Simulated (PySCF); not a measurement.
C5H6O, SMILES C#CCC(C)=O at its GFN2-xTB optimised geometry (Å):

```
12

C      2.1521    -1.5390    -1.2736
C      1.6666    -0.6135    -0.6907
C      1.0773     0.5113     0.0000
C     -0.4471     0.5113     0.0000
C     -1.0840    -0.8496     0.0280
O     -1.0722     1.5390     0.0000
H      2.5849    -2.3461    -1.7845
H      1.4317     1.4495    -0.4356
H      1.3909     0.4923     1.0503
H     -0.9180    -1.3311    -0.9343
H     -2.1521    -0.7623     0.2083
H     -0.6206    -1.4699     0.7916
```

Computed with PySCF 2.14.0 with PBE0/def2-TZVP. Cells within 0.4 Å of a nucleus heavier than hydrogen are left out (blank, or x).

Map of the Laplacian of the electron density (e/bohr⁵), clipped to [-1.50, 1.50] on the plane z = 0.0 Å:

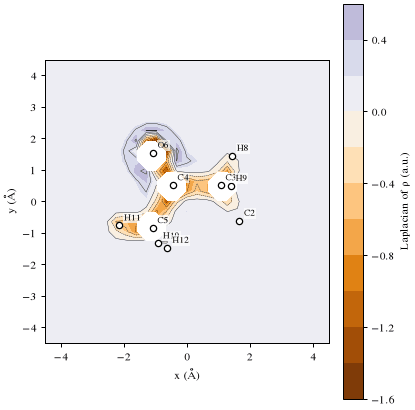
Fig. 1. Laplacian of the electron density (e/bohr⁵), clipped to [-1.50, 1.50] on the plane z = 0.0 Å.
